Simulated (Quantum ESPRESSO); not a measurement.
# Dipole at the next field: 1T-PbBrI, 1 layer

How the rows were computed: Quantum ESPRESSO 7.5, PBE, PseudoDojo norm-conserving; sawtooth field along the normal with dipole correction, ions clamped, threshold 1e-9 Ry; cell area 18.054 Å².

| field (V/Å) | dipole (e Å a cell) |
| --- | --- |
| 0 | −0.02199 |
| 0.1 | 0.02925 |
| 0.2 | 0.08051 |

To predict: What is the dipole at −0.2 V/Å, and what electrostatic thickness 4πα/A follows from the rows?

By hand: The slope is (0.08051 − (−0.02199))/0.2 = 0.5125 e Å²/V, so 4πα/A = 180.95 × 0.5125/18.054 = 5.14 Å. Linear response gives p = −0.02199 + 0.5125 × (−0.2) = −0.12449 e Å; a parabola through the three rows gives −0.12441.

**The withheld run.** p = −0.12433 e Å. The line misses by 0.2 % of the induced dipole and the parabola by 0.1 %. The response is linear over this range.

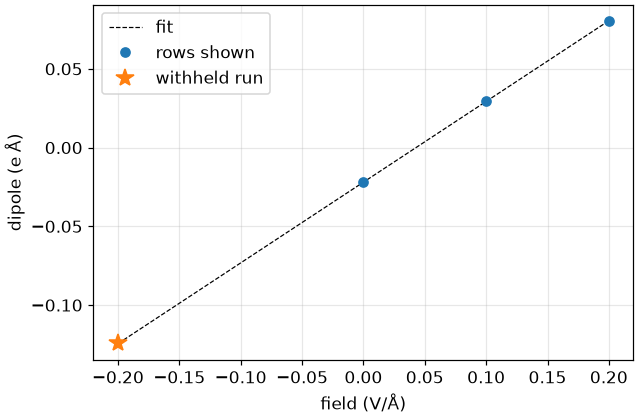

The rows shown, the fit and the withheld run.

Caveats: Electrons alone respond; local and semilocal functionals tend to overscreen.
